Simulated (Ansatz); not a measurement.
Input file:

```
basis:
  gaussian:
    orbitals: def2-TZVPD
crystal:
  periodic: [false, false, false]
  atoms:
    - {symbol: C, position_ang: [-1.061472, -0.491150, -0.058148]}
    - {symbol: N, position_ang: [-0.791860, -0.248820, 1.055892]}
    - {symbol: Na, position_ang: [1.288823, -0.208072, 0.316246]}
hamiltonian:
  xc: {name: PBE0}
output: {forces: true, orbitals: {seedname: orbitals}}
```

Launched as:

```sh
ansatz run input.yaml --threads 1 --pin off --max-ram 2610MiB --events-out events.jsonl --progress --plain --runs-dir runs
```

Geometry: B3LYP-D4/def2-TZVP.

These are results of Ansatz, isolated molecule in a Gaussian basis; Kohn-Sham density functional theory, functional PBE0, not measurements.

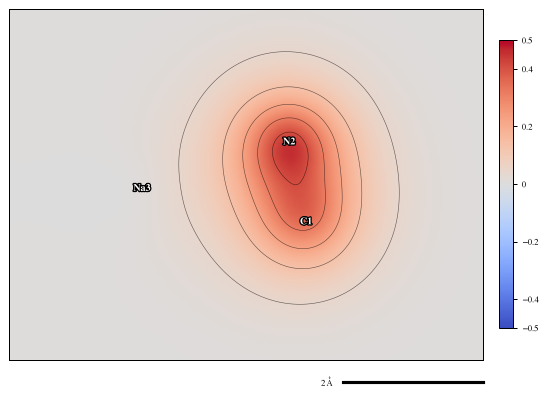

CNNa. The HOMO−1 on a plane 0.8 Å above the molecular plane (values in Å⁻³ᐟ²; the overall sign is arbitrary).

### Where does this orbital lie, and at what energy?

Its weight (Hirshfeld) is mainly on N2 (about 55 %) and C1 (about 40 %); it changes sign across the molecular plane (π type); π-bonding across C1–N2. Its energy is −8.05 eV.
